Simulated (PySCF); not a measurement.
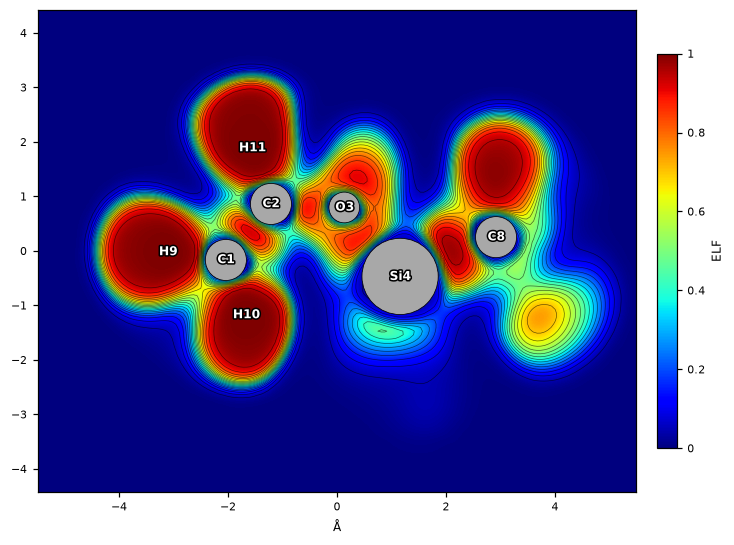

The picture shows: C$_{5}$H$_{10}$O$_{2}$Si. Electron localisation function on the plane of atoms C1, C2 and O3. Grey discs cover the atomic cores.

Geometry: GFN2-xTB.

Method: PBE0/def2-SVPD, SCF density, gas phase (PySCF 2.14.0).

```yaml
atoms:
  - { symbol: C, position_ang: [3.0081, -0.6920, -0.2977] }
  - { symbol: C, position_ang: [2.5717, 0.2749, 0.4869] }
  - { symbol: O, position_ang: [1.3226, 0.7791, 0.5045] }
  - { symbol: Si, position_ang: [0.0183, 0.4769, -0.4258] }
  - { symbol: C, position_ang: [-0.9757, -1.1069, -0.0447] }
  - { symbol: C, position_ang: [-2.2137, -0.5407, 0.6714] }
  - { symbol: O, position_ang: [-2.5297, 0.7428, 0.1858] }
  - { symbol: C, position_ang: [-1.3857, 1.5825, 0.2315] }
  - { symbol: H, position_ang: [4.0248, -1.0312, -0.2435] }
  - { symbol: H, position_ang: [2.3581, -1.1664, -1.0109] }
  - { symbol: H, position_ang: [3.2082, 0.7641, 1.2146] }
  - { symbol: H, position_ang: [0.3013, 0.6365, -1.8528] }
  - { symbol: H, position_ang: [-0.4731, -1.8357, 0.5882] }
  - { symbol: H, position_ang: [-1.2873, -1.6190, -0.9532] }
  - { symbol: H, position_ang: [-2.0151, -0.4842, 1.7530] }
  - { symbol: H, position_ang: [-3.1037, -1.1517, 0.5106] }
  - { symbol: H, position_ang: [-1.6223, 2.4471, -0.3837] }
  - { symbol: H, position_ang: [-1.2155, 1.9302, 1.2597] }
```

> What does the map show?

- The section cuts through C, O, Si and H sites.
- C–C (1.32 Å): the ELF peaks at about 0.90 between the atoms; a multiple bond.
- C–O (1.35 Å): the ELF peaks at about 0.90 between the atoms: a polar covalent bond.
- Si–O (1.63 Å): the ELF peaks at about 0.90 between the atoms: a shared but strongly polarised pair.
- C–Si (1.90 Å): the ELF peaks at about 1 between the atoms: localised, covalent bonding.
- C–H (1.07 Å): the ELF climbs to about 1 towards the hydrogen, as it does in any bond to H; a covalent bond by its length.
- The ELF also peaks beside O3, away from the bonds: lone-pair regions.
